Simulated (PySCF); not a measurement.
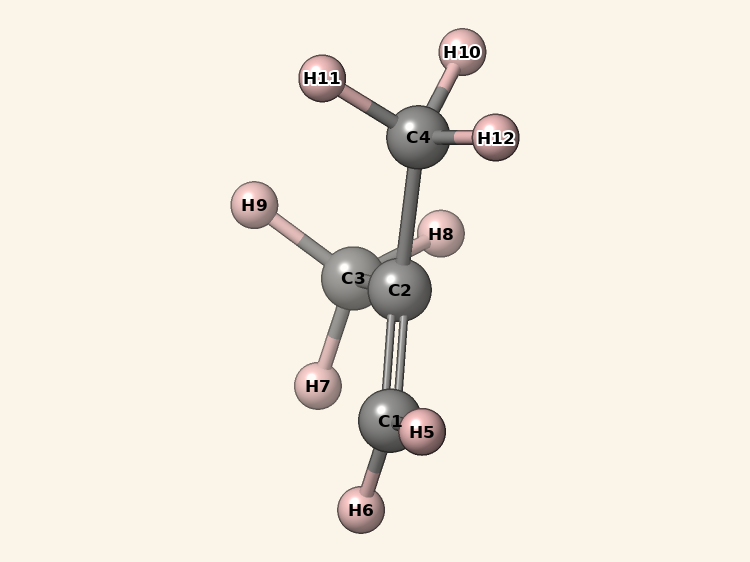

C3 lies behind C2. The molecule seen a little off the C2–C3 bond, C2 in front. Depth is shown by fading: the farther an atom, the more it takes the colour of the background. Geometry: a frame of a GFN2-xTB molecular-dynamics simulation, not a minimum.

**What is the torsion angle C4–C2–C3–H7? The sign is positive where the front bond must turn clockwise to cover the back bond.**

−169°, antiperiplanar (anti).
